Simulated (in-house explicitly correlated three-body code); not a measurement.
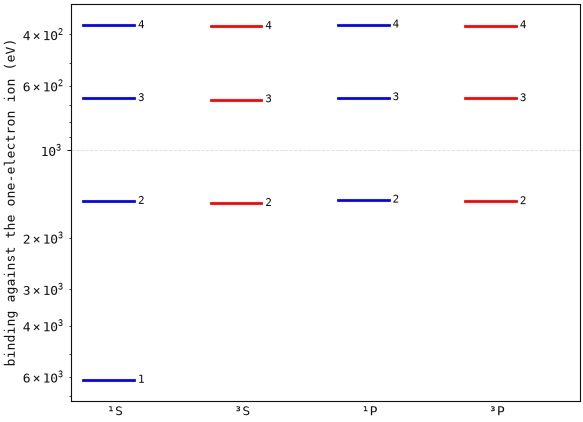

Two electrons around a point charge Z = 21.893. Computed variationally in 260 exponentially correlated functions with an in-house code, non-relativistic, converged to about 10⁻⁸ of the energy. The plot shows the bound S and P states that converged, by term and principal number n, on a logarithmic scale of binding.

Question: Describe the level scheme.

Answer: The ground state is bound by 6153 eV. The n = 2 states drawn run, from the deepest, 2 ³S (1520 eV), 2 ³P (1498 eV), 2 ¹S (1495 eV), 2 ¹P (1480 eV). Exchange puts 2 ³S below 2 ¹S by 24.3 eV and 2 ³P below 2 ¹P by 18.1 eV. Quantum defects n − (Z − 1)/√(2 E(binding)): 2 ³S 0.023, 2 ³P 0.009, 2 ¹S 0.007, 2 ¹P −0.003.
